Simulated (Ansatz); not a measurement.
Input

```
basis:
  gaussian:
    orbitals: def2-TZVPD
crystal:
  periodic: [false, false, false]
  atoms:
    - {symbol: C, position_ang: [-1.452357, -0.919284, -0.251374]}
    - {symbol: C, position_ang: [-0.173988, -1.622091, 0.047155]}
    - {symbol: C, position_ang: [0.684643, -1.273490, 1.212712]}
    - {symbol: Br, position_ang: [0.710615, -2.420927, -1.437320]}
    - {symbol: H, position_ang: [-2.002982, -0.726262, 0.684536]}
    - {symbol: H, position_ang: [-2.096520, -1.507894, -0.922301]}
    - {symbol: H, position_ang: [-1.282800, 0.062402, -0.741136]}
    - {symbol: H, position_ang: [1.293342, -0.364568, 1.023860]}
    - {symbol: H, position_ang: [0.055741, -1.067549, 2.095006]}
    - {symbol: H, position_ang: [1.385018, -2.084933, 1.462884]}
magnetization:
  spin_polarized: true
  initial_magnetization: 1
hamiltonian:
  xc: {name: PBE0}
output: {forces: true, orbitals: {seedname: orbitals}}
```

Command:

```sh
ansatz run input.yaml --threads 2 --pin off --max-ram 4350MiB --events-out events.jsonl --progress --plain --runs-dir runs
```

Geometry: B3LYP-D3(BJ)/def2-SVP.

All numbers below come from Ansatz 0.2.0, isolated molecule in a Gaussian basis; Kohn-Sham density functional theory, functional PBE0.

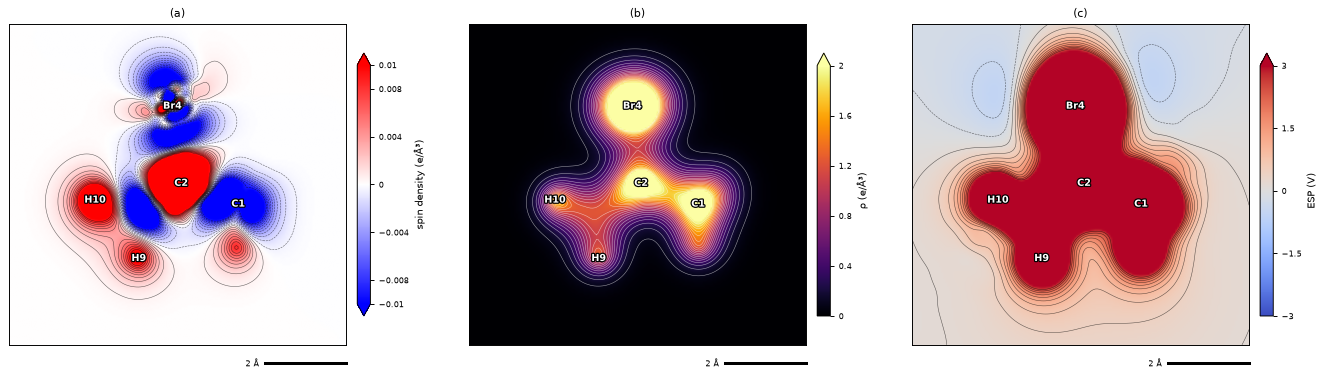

C$_{3}$H$_{6}$Br (SMILES C[C](C)Br) (doublet). (a) spin density (α minus β); (b) total electron density; (c) electrostatic potential on the plane of atoms C1, C2 and Br4.

### Describe what can be read from this map.

The section cuts through C, Br and H sites. C–C (1.49 Å): ρ at the midpoint is about 1.8 e/Å³. C–Br (1.90 Å): ρ at the midpoint is about 1.1 e/Å³. The unpaired spin (1 electron) lies mostly on C2 (about 0.7) and Br4 (about 0.1), in electrons by Hirshfeld's partition. Outside the dense part of the molecule the potential is most negative (−0.6 V) near Br4.
